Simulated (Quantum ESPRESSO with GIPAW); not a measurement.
# Octahedral tilting in KMgF3 seen by 25Mg

Starting from the cubic perovskite, neighbouring octahedra are turned by θ about [001] in opposite senses, in all three directions (tilt system a⁰a⁰c⁻). The cell and the cations are held, so the in-plane bonds lengthen as 1/cos θ. GIPAW with PBEsol and plane-wave PAW files from pslibrary 1.0.0 recipes (Mg spnl, K spn, F n), cutoffs 65 and 390 Ry, a 5×5×5 mesh in every shielding run (Quantum ESPRESSO with GIPAW, a patched development version), without spin-orbit coupling. The atoms are held where the series puts them. The cells were built for this series from an entry of the Crystallography Open Database, taken as a prototype, and need not be stable phases.

One member of the series, KMgF3 (I4/mcm) at 6 °, as used in the shielding run:

```xyz
10
Lattice="0.0000 3.9900 3.9900 3.9900 0.0000 3.9900 3.9900 3.9900 0.0000" Properties=species:S:1:pos:R:3 pbc="T T T"
Mg    0.0000    0.0000    0.0000
Mg    3.9900    3.9900    3.9900
K     1.9950    1.9950    1.9950
K     5.9850    5.9850    5.9850
F     1.9950    4.1997    3.9900
F     3.7803    1.9950    3.9900
F     3.9900    3.9900    1.9950
F     5.9850    3.7803    3.9900
F     4.1997    5.9850    3.9900
F     3.9900    3.9900    5.9850
```

| angle θ (°) | θ² (deg²) | mean bond at Mg (Å) | σ_iso of Mg (ppm) |
| --- | --- | --- | --- |
| 0 | 0.00 | 1.9950 | ? |
| 1.5 | 2.25 | 1.9955 | 556.78 |
| 3 | 9.00 | 1.9968 | 556.99 |
| 4.5 | 20.25 | 1.9991 | 557.36 |
| 6 | 36.00 | 2.0023 | 557.87 |
| 7.5 | 56.25 | 2.0065 | 558.53 |
| 9 | 81.00 | 2.0116 | 559.32 |
| 10.5 | 110.25 | 2.0177 | 560.26 |
| 12 | 144.00 | 2.0247 | 561.31 |

**Task.** Fit σ_iso of Mg against x, the square of the angle in deg²; judge whether a straight line is enough, and predict the withheld row (x = 0.00 deg²).

1. The 8 known rows give Σx = 459.00, Σy = 4468.42, Σx² = 44408.2500 and Σxy = 256955.0625.

2. Slope b = (nΣxy − ΣxΣy)/(nΣx² − (Σx)²) = 0.032062 and intercept a = (Σy − bΣx)/n = 556.713 ppm.

3. Residuals y − a − bx, in the order of the table: -0.01, -0.01, -0.00, +0.00, +0.01, +0.01, +0.01, -0.02 ppm; r.m.s. 0.011 ppm, R² = 1.000. They reach two units of the last digit at most, so the line is enough for these tables.

4. At x = 0.00 deg², outside the fitted range, the line gives 556.71 ppm.

5. The run gives 556.70 ppm. The line misses by +0.01 ppm; that is within twice the r.m.s. of the fit.

On the line the σ_iso of Mg rises by 0.32 ppm for 10 deg² of θ². Turning by −θ gives the same structure shifted by one cell, so a mean over an element is even in θ: hence the fit against θ². The macroscopic shape term is left out. It is common to all sites of a cell; for a sphere, judged roughly from the xx and yy parts of the valence susceptibility, it lies between 9.3 and 9.4 ppm in these runs.

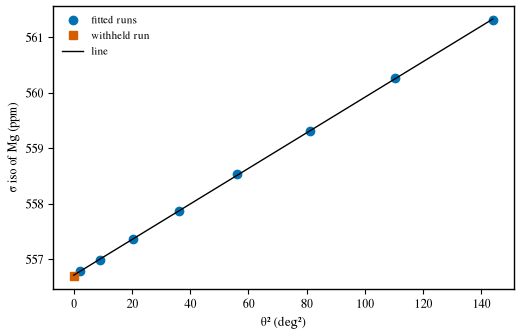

σ_iso of Mg against θ².

[Logs are printed without paths, hosts, clocks, repeated set-up lines and the standing remarks that a program may print on its own settings, such as how far it seeks lower states.]

[Hosts, paths, dates, database ids (printed as entryN), source tags and the programs' standing remarks are cut or masked in the printed files.]
